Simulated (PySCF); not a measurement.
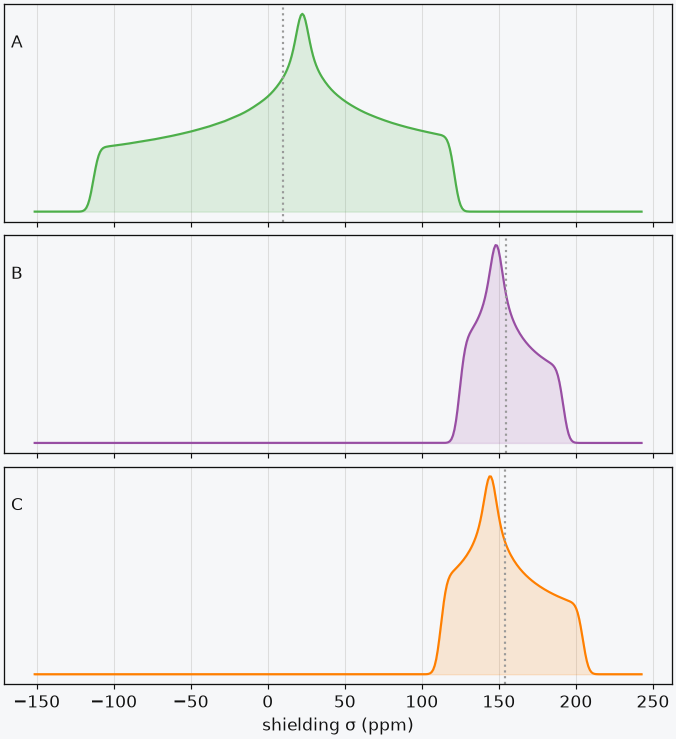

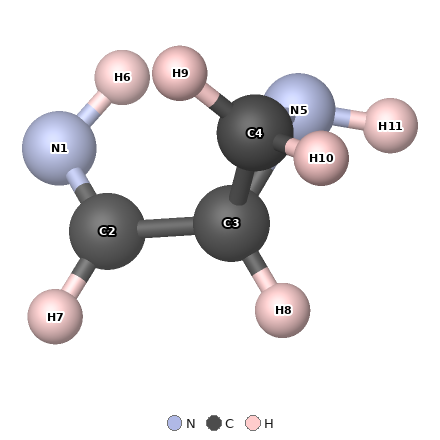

Static powder patterns (¹³C) from GIAO shielding tensors of C₃H₆N₂, SMILES [H]/N=C\[C@@H]1CN1, PBE0/pcSseg-1 with PySCF, at a PBE0-D3(BJ)/def2-SVP geometry (no frequency check); absolute shielding, one fixed geometry of the isolated molecule without any motion, no dipolar terms. The dotted line is the isotropic value; skew is 3(σiso − σ22)/span.

Q: The panels belong to C2, C3 and C4. Which is which?

A: panel A: C2, σ11, σ22, σ33 = −113, 22, 121 ppm, isotropic 10, span 234 ppm, skew −0.16; panel B: C4, σ11, σ22, σ33 = 124, 148, 192 ppm, isotropic 155, span 67 ppm, skew 0.29; panel C: C3, σ11, σ22, σ33 = 112, 144, 204 ppm, isotropic 154, span 92 ppm, skew 0.30.

Known limits of this run: one conformer of a flexible molecule.
